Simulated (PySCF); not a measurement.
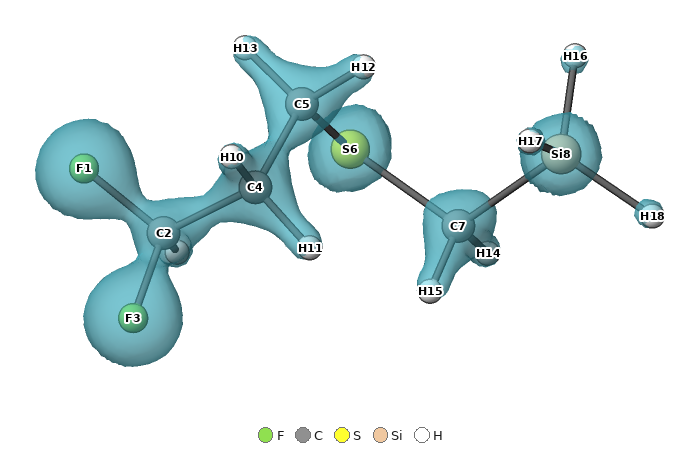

Figure. C₄H₁₀F₂SSi. Isosurface of the total electron density at 1.5 e/Å³ (cyan), seen at a tilt.

Geometry: GFN2-xTB.

Method: PBE0/pcSseg-1, SCF density, gas phase, non-relativistic in PySCF 2.14.0.

```yaml
atoms:
  - { symbol: F, position_ang: [-3.3432, 0.7814, -0.2421] }
  - { symbol: C, position_ang: [-2.5673, -0.3300, -0.2133] }
  - { symbol: F, position_ang: [-3.3585, -1.3277, 0.2542] }
  - { symbol: C, position_ang: [-1.3655, -0.1246, 0.6954] }
  - { symbol: C, position_ang: [-0.3427, 0.8013, 0.0529] }
  - { symbol: S, position_ang: [0.3698, 0.1245, -1.4832] }
  - { symbol: C, position_ang: [1.3685, -1.2747, -0.8731] }
  - { symbol: Si, position_ang: [2.7583, -0.7904, 0.3434] }
  - { symbol: H, position_ang: [-2.2891, -0.5739, -1.2500] }
  - { symbol: H, position_ang: [-1.7155, 0.3060, 1.6366] }
  - { symbol: H, position_ang: [-0.9293, -1.1027, 0.9057] }
  - { symbol: H, position_ang: [0.4733, 1.0163, 0.7411] }
  - { symbol: H, position_ang: [-0.8137, 1.7371, -0.2489] }
  - { symbol: H, position_ang: [1.7972, -1.6865, -1.7853] }
  - { symbol: H, position_ang: [0.6896, -2.0251, -0.4693] }
  - { symbol: H, position_ang: [3.3886, 0.4348, -0.1392] }
  - { symbol: H, position_ang: [2.1798, -0.5757, 1.6740] }
  - { symbol: H, position_ang: [3.6910, -1.9132, 0.3893] }
```

Question: Which contacts does the surface bridge?

Answer: At this value the surface falls into seven separate pieces. It bridges the sampled C–F (1.36 Å) and C–C (1.52 Å) contacts, where the density stays above the isovalue. It is pinched off along the sampled C–S (1.82 Å) and C–Si (1.91 Å) contacts. On the grid the lowest density along these lines, outside the cores, is 1.8 e/Å³ (C–F, 1.36 Å), 1.7 e/Å³ (C–C, 1.52 Å), 1.2 e/Å³ (C–S, 1.82 Å) and 0.75 e/Å³ (C–Si, 1.91 Å).
